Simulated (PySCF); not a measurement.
# Si$_{2}$PH$_{7}$: a changed input and its effect

System: Si$_{2}$PH$_{7}$.
Method of run A: RKS PBE-D4/def2-TZVPP, density fitting (PySCF 2.14.0).

The geometry comes from this level: PBE0-D4/def2-TZVP. Text and figures count atoms from 1; the logs count them from 0 in places.

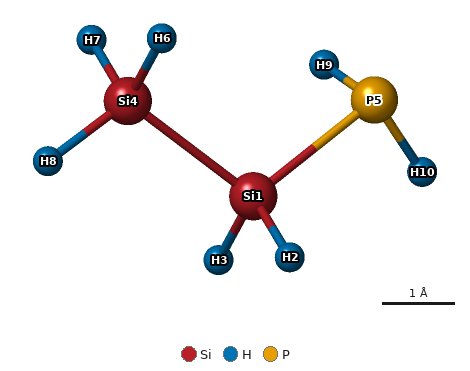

**Figure 1.** The structure (ball-and-stick view, seen at a tilt; atoms are numbered from 1 in the order of the input). Bond lengths as drawn: H–P 1.42 Å, H–Si 1.49 Å, P–Si 2.26 Å and Si–Si 2.34 Å.

**Input, run A**
```python
import json, numpy as np
from pyscf import gto, scf, dft, mp, cc
EV, BOHR = 27.211386245988, 0.529177210903
mol = gto.M(atom="""
Si -0.339869 -0.138628 -0.953542
H 0.955005 -0.472438 -1.608682
H -1.434959 -0.416028 -1.924347
Si -0.618572 -1.459141 0.956022
P -0.235384 2.028118 -0.321057
H 0.485430 -1.203687 1.919491
H -1.910667 -1.123579 1.613530
H -0.624540 -2.904215 0.602608
H -1.607373 2.080324 0.045396
H -0.474383 2.537664 -1.625841
""", basis="def2-tzvpp", charge=0, spin=0, max_memory=8670, verbose=0)
def mean_field(mol, dm=None):
    mf = dft.RKS(mol, xc="pbe").density_fit()
    mf.conv_tol = 1e-9; mf.grids.level = 4
    mf.kernel(dm0=dm)
    if not mf.converged: mf = mf.newton().run(mf.mo_coeff, mf.mo_occ)
    assert mf.converged
    return mf
def d4(mol):
    from pyscf.dispersion.dftd4 import DFTD4Dispersion
    real = gto.M(atom=[(mol.atom_pure_symbol(i), mol.atom_coord(i)) for i in range(10)], unit='B', charge=mol.charge, spin=None, basis='def2-svp', verbose=0)
    r = DFTD4Dispersion(real, xc="pbe", atm=True).get_dispersion(grad=True); return r["energy"], r["gradient"]
def energy_and_gradient(mol, dm=None):
    mf = mean_field(mol, dm); e, g = d4(mol)
    return mf, (mf.e_tot + e) * EV, (mf.nuc_grad_method().kernel()[:10] + g) * EV / BOHR
out = {}
mf = mean_field(mol); e = d4(mol)[0]
out.update(energy=(mf.e_tot + e) * EV, converged=True, dispersion=e * EV)
out['s2'] = mf.spin_square()[0]; out['nelec'] = mol.nelec
print(f"Total energy {out['energy']:.6f} eV, <S^2> {out['s2']:.4f}")
json.dump(out, open("out.json", "w"), default=float)
```

Command:
```bash
OMP_NUM_THREADS=4 python run.py
```

Hardware: 4 threads of Arm Neoverse V2, 23 GiB of memory available, shared host.

**Output (run A)**
```
Total energy -25146.099081 eV, <S^2> 0.0000
```

The input of run B differs as follows (lines with − go, lines with + come):
```diff
-    mf = dft.RKS(mol, xc="pbe").density_fit()
+    mf = dft.RKS(mol, xc="pbe0").density_fit()
-    r = DFTD4Dispersion(real, xc="pbe", atm=True).get_dispersion(grad=True); return r["energy"], r["gradient"]
+    r = DFTD4Dispersion(real, xc="pbe0", atm=True).get_dispersion(grad=True); return r["energy"], r["gradient"]
```

Predict how the results change.

The total energies belong to different models, so their difference says nothing on which is more stable or more accurate. The functional changes from PBE to PBE0.

**Output (run B)**
```
Total energy -25148.633176 eV, <S^2> 0.0000
```

**The two runs side by side**

| quantity | run A | run B |
| --- | --- | --- |
| outcome | converged | converged |
| total energy (hartree) | −924.102097 | −924.195223 |
| basis functions | 224 | 224 |
| wall time (shared host) | 12 s | 12 s |
